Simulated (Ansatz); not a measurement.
SiNH₃Cl₂ and related structures: several calculations on one system

Part 1: Relaxation

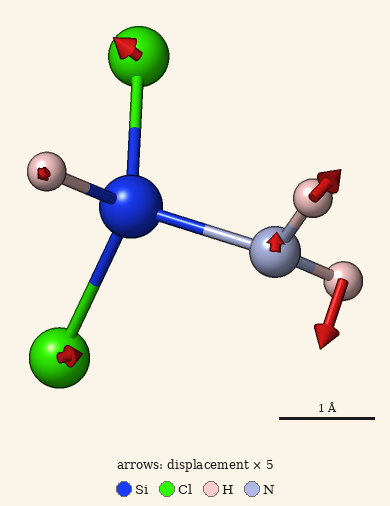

This is a relaxation of SiNH₃Cl₂. The starting structure is drawn; red arrows show the displacements, magnified 5 times. The two geometries are superimposed by the best rigid fit.

The picture is a ball-and-stick view, seen at a tilt.

It is one of the separated products of a reaction.

Theory: RKS PBE0-D4/def2-TZVP (Ansatz).

The input:
```yaml
crystal:
  periodic: [false, false, false]
  atoms:
    - {symbol: Si, position_ang: [-1.111394, -0.081933, -1.048369]}
    - {symbol: Cl, position_ang: [-0.010974, -0.601090, -2.688389]}
    - {symbol: Cl, position_ang: [-2.951270, 0.515868, -1.720702]}
    - {symbol: H, position_ang: [-1.302188, -1.237268, -0.160506]}
    - {symbol: N, position_ang: [-0.237482, 1.128780, -0.220537]}
    - {symbol: H, position_ang: [-0.004889, 1.983362, -0.706103]}
    - {symbol: H, position_ang: [-0.504431, 1.322564, 0.735158]}
basis:
  gaussian: {orbitals: def2-TZVP}
hamiltonian: {xc: pbe0, dispersion: d4}
relax: {f_tol: 0.005, max_steps: 200}
```

Run as
```bash
ansatz run in.yaml --threads 8 --pin off --events-out ev --progress --plain --max-ram 19148MiB
```

Question: Which element moves most?

Answer: Hydrogen: up to 0.17 Å, against 0.08 Å for chlorine.

Question: What did the optimiser do to the structure, and how much energy did it gain?

Answer: Over 9 accepted moves (10 points after the start) the energy falls by 0.26 kcal/mol. The largest force component goes from 0.38 to 0.0044 eV/Å. The line search rejected the trial step at point 3 of the run. H6 moves most after the best rigid fit: 0.17 Å. By element the largest moves are H 0.17 Å, Cl 0.08 Å, N 0.04 Å, Si 0.01 Å. Near-neighbour distances that change, for instance: Si1–N5 1.707 → 1.692 Å, Si1–Cl3 2.048 → 2.056 Å. Bond angles that change, for instance: Si1–N5–H7 117.3° → 120.1°.

Part 2: Relaxation

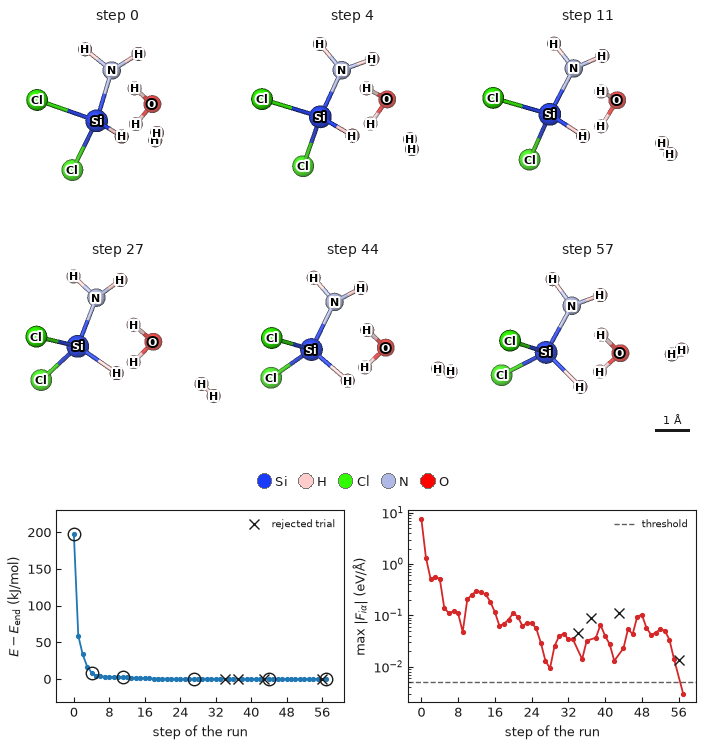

Frames of a relaxation of SiNH$_{7}$OCl$_{2}$ (started from a transition state, displaced along its imaginary mode), marked on the history of the run. The picture is a ball-and-stick view, seen from a free direction.

Level of theory: RKS PBE0-D4/def2-TZVP (Ansatz 0.2.0). Set-up: force threshold 0.005 eV/Å; at most 200 steps.

Question: Describe the path.

Answer: The energy falls by 198.1 kJ/mol in 53 accepted moves (57 points after the start). The largest force component goes from 7.5 to 0.003 eV/Å. The line search rejected the trial steps at points 34, 37, 43, 56 of the run. The largest move after the best rigid fit is that of an H atom, 1.91 Å. By element the largest moves are H 1.91 Å, Cl 1.49 Å, Si 0.62 Å, O 0.51 Å, N 0.30 Å. Among the contacts that change: H–Si 1.993 → 4.023 Å, H–H 0.629 → 0.749 Å, H–O 0.861 → 0.968 Å, N–Si 1.741 → 1.707 Å. Among the angles between lasting bonds that change: Cl–Si–N 98.9° → 114.3°, H–Si–N 120.1° → 109.3°, Si–N–H 110.4° → 119.0°. Cost: 4.3 min on 8 threads of Intel Xeon @ 2.50GHz, with other jobs on the host. From step 0 to 4: an H atom moves most (0.73 Å), energy −189.3 kJ/mol. From step 4 to 11: an H atom moves most (0.72 Å), energy −6.36 kJ/mol. From step 11 to 27: a Cl atom moves most (0.68 Å), energy −2.11 kJ/mol. From step 27 to 44: an H atom moves most (0.59 Å), energy −0.15 kJ/mol. From step 44 to 57: an H atom moves most (0.52 Å), energy −0.22 kJ/mol.

```json
{"step": "0", "E − E(0), kJ/mol": "0.00", "largest force component, eV/Å": "7.4961", "note": ""}
{"step": "1", "E − E(0), kJ/mol": "-139.08", "largest force component, eV/Å": "1.3144", "note": ""}
{"step": "2", "E − E(0), kJ/mol": "-164.58", "largest force component, eV/Å": "0.5172", "note": ""}
{"step": "3", "E − E(0), kJ/mol": "-181.03", "largest force component, eV/Å": "0.5626", "note": ""}
{"step": "4", "E − E(0), kJ/mol": "-189.30", "largest force component, eV/Å": "0.5181", "note": ""}
{"step": "5", "E − E(0), kJ/mol": "-193.35", "largest force component, eV/Å": "0.1372", "note": ""}
{"step": "6", "E − E(0), kJ/mol": "-194.22", "largest force component, eV/Å": "0.1113", "note": ""}
{"step": "7", "E − E(0), kJ/mol": "-194.89", "largest force component, eV/Å": "0.1199", "note": ""}
{"step": "8", "E − E(0), kJ/mol": "-195.14", "largest force component, eV/Å": "0.1093", "note": ""}
{"step": "9", "E − E(0), kJ/mol": "-195.29", "largest force component, eV/Å": "0.0477", "note": ""}
{"step": "10", "E − E(0), kJ/mol": "-195.53", "largest force component, eV/Å": "0.2045", "note": ""}
{"step": "12", "E − E(0), kJ/mol": "-195.84", "largest force component, eV/Å": "0.2983", "note": ""}
{"step": "15", "E − E(0), kJ/mol": "-196.69", "largest force component, eV/Å": "0.1852", "note": ""}
{"step": "17", "E − E(0), kJ/mol": "-197.26", "largest force component, eV/Å": "0.0625", "note": ""}
{"step": "20", "E − E(0), kJ/mol": "-197.57", "largest force component, eV/Å": "0.1112", "note": ""}
{"step": "22", "E − E(0), kJ/mol": "-197.70", "largest force component, eV/Å": "0.0624", "note": ""}
{"step": "25", "E − E(0), kJ/mol": "-197.76", "largest force component, eV/Å": "0.0559", "note": ""}
{"step": "27", "E − E(0), kJ/mol": "-197.77", "largest force component, eV/Å": "0.0131", "note": ""}
{"step": "30", "E − E(0), kJ/mol": "-197.78", "largest force component, eV/Å": "0.0398", "note": ""}
{"step": "32", "E − E(0), kJ/mol": "-197.79", "largest force component, eV/Å": "0.0341", "note": ""}
{"step": "35", "E − E(0), kJ/mol": "-197.81", "largest force component, eV/Å": "0.0140", "note": ""}
{"step": "37", "E − E(0), kJ/mol": "-197.81", "largest force component, eV/Å": "0.0880", "note": "rejected"}
{"step": "40", "E − E(0), kJ/mol": "-197.85", "largest force component, eV/Å": "0.0399", "note": ""}
{"step": "42", "E − E(0), kJ/mol": "-197.88", "largest force component, eV/Å": "0.0130", "note": ""}
{"step": "45", "E − E(0), kJ/mol": "-197.93", "largest force component, eV/Å": "0.0545", "note": ""}
{"step": "47", "E − E(0), kJ/mol": "-197.98", "largest force component, eV/Å": "0.0947", "note": ""}
{"step": "50", "E − E(0), kJ/mol": "-198.07", "largest force component, eV/Å": "0.0420", "note": ""}
{"step": "52", "E − E(0), kJ/mol": "-198.11", "largest force component, eV/Å": "0.0540", "note": ""}
{"step": "55", "E − E(0), kJ/mol": "-198.13", "largest force component, eV/Å": "0.0142", "note": ""}
{"step": "57", "E − E(0), kJ/mol": "-198.13", "largest force component, eV/Å": "0.0030", "note": ""}
```

Part 3: Reaction

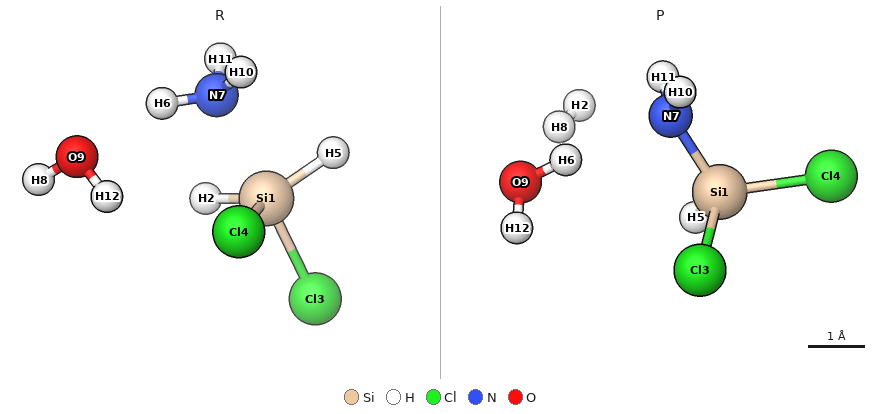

Reactant (R) and product (P) of one elementary step of SiNH₇OCl₂. A ball-and-stick model, seen at a tilt.

Stationary points at PBE0-D4/def2-TZVP, single-point energies with CCSD(T)/CBS, wB97X-V, PBE0-D4, wB97M-V (def2-TZVPP where no basis is named; Ansatz 0.2.0). The energies are electronic, without zero-point or thermal terms, and both ends are the minima reached downhill from the saddle, with any fragments still in contact. CCSD(T)/CBS stands for a frozen-core estimate: MP2 correlation extrapolated from def2-TZVPP and def2-QZVPP, CCSD(T) minus MP2 from the smaller set.

Predict the saddle point between them and the barrier.

Counted by bonded pieces, R holds H₂O + NH₃ + SiH₂Cl₂ and P holds H₂ + H₂O + SiH₃NCl₂. From R over the saddle to P, bonds form: Si1–N7 (2.16 → 1.81 → 1.71 Å), H2–H8 (3.61 → 1.05 → 0.75 Å), H6–O9 (1.95 → 1.13 → 0.97 Å). Bonds break: Si1–H2 (1.48 → 1.73 → 4.02 Å), H6–N7 (1.02 → 1.40 → 2.07 Å), H8–O9 (0.96 → 1.19 → 2.55 Å). The saddle has one imaginary mode, 1311i cm⁻¹. With CCSD(T)/CBS the barrier is 156.9 kJ/mol from R and 175.6 kJ/mol from P, and P lies 18.7 kJ/mol below R.

| level | barrier from R (kJ/mol) | barrier from P (kJ/mol) | P less R (kJ/mol) |
| --- | --- | --- | --- |
| CCSD(T)/CBS | 156.9 | 175.6 | −18.7 |
| wB97X-V | 151.9 | 166.5 | −14.6 |
| PBE0-D4 | 132.3 | 140.7 | −8.4 |
| wB97M-V | 151.3 | 165.6 | −14.2 |

Against CCSD(T)/CBS, wB97X-V comes closest on the barrier from R (−5.0 kJ/mol) and PBE0-D4 misses most (−24.6 kJ/mol).

The saddle point in the same view, with dashed sticks for the bonds that form or break:

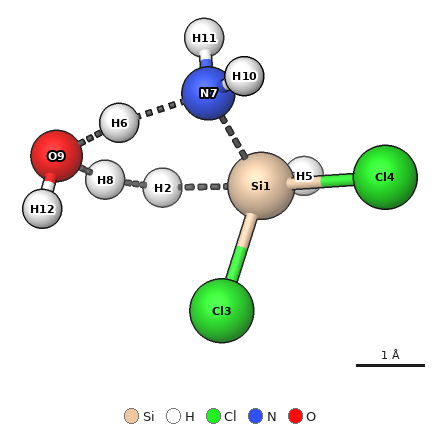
